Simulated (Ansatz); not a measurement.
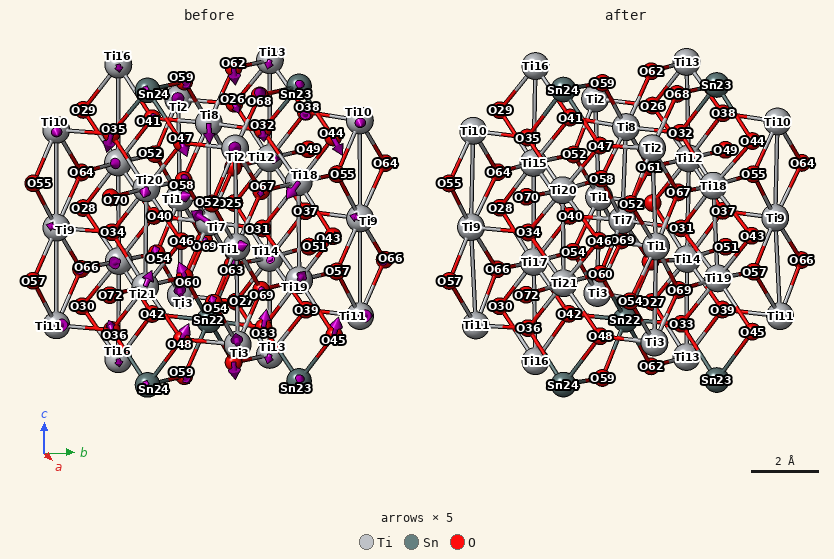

The structure of solid Ti$_{21}$Sn$_{3}$O$_{48}$ (a generated structure, set up in P1) before (left) and after (right) a relaxation, at one scale. The purple arrows give the displacements, 5 times their true length.

A ball-and-stick model of the atoms within 5.8 Å of the atom that moves most (axes of the cell of the calculation), seen slightly off an axis.

Theory: DFT, PBEsol, PAW, plane waves (Ansatz). Set-up: plane-wave cutoff 420 eV; k-point mesh 1 × 1 × 1; mesh shifted by (0.25, 0.25, 0.25); no spin polarisation; cell relaxed at fixed alpha, beta, gamma; force threshold 0.03 eV/Å; at most 80 steps.

**Summarise the run.**

After 10 geometry steps the energy has fallen by 2.385 eV per cell of the calculation. Largest force component: 2.8 eV/Å at the start, 0.006 eV/Å at the end. The pressure goes from 1.65 to 0.00 GPa. The atom that moves furthest relative to the cell is Ti7 (0.16 Å along [−3 −2 1]). Largest moves by element: Ti 0.16 Å, O 0.13 Å, Sn 0.06 Å. The drawn cell changes as follows: a 9.225 → 9.242 Å (+0.2 %), b 9.225 → 9.244 Å (+0.2 %), c 8.915 → 8.931 Å (+0.2 %); the volume changes by +0.6 %. Some distances before and after: Ti7–O31 1.953 → 2.142 Å, Ti7–Ti8 3.004 → 2.836 Å, Ti8–Sn22 2.932 → 3.093 Å, Ti8–O58 2.030 → 1.875 Å. Bond angles that change, for instance: Ti10–O35–Ti20 127.6° → 133.3°, Ti8–O59–Sn22 96.7° → 101.9°, Ti10–O35–Sn24 133.9° → 128.9°. The space group stays P1 (No. 1). Cost: 2.7 min on 7 threads of Arm Neoverse-V2, peak memory 1.9 GiB.
